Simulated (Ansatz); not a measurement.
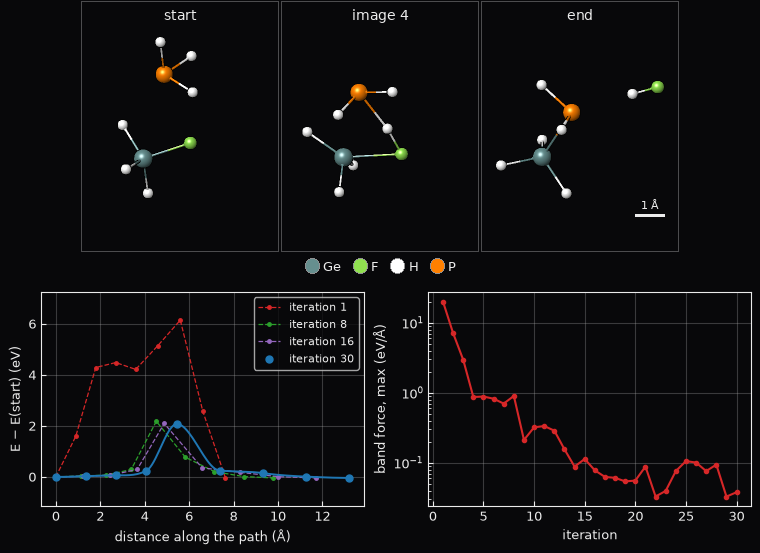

A nudged-elastic-band calculation for GePH$_{6}$F, made up at the start of GeH3F and PH3. Images are numbered from 0 (start) to 8 (end). The plot follows the band through its iterations. A ball-and-stick model, seen from a free direction.

Level of theory: RKS PBE0/def2-SVPD in Ansatz. Settings: 7 movable images; climbing image; force threshold 0.05 eV/Å; iteration limit 60; starting path through a guess of the saddle point.

### How did the profile develop, and is the result final?

The run is converged, with reservations. The band converged in 30 iterations. The largest component of the band force went from 20 to 0.038 eV/Å. The climbing image converged on the top of the path. Its vibrational analysis gives 2 imaginary modes over 30i cm⁻¹, so it isn't confirmed as a transition state. The first iteration put the highest image at 6.14 eV. The energy climbs by 2.07 eV to image 4 and then falls by 2.12 eV, so the end point sits at −0.04 eV.

Limits of the set-up: the start holds two separate molecules, 3.2 Å apart at their closest, whose relative position is a soft coordinate and is computed without a dispersion correction.
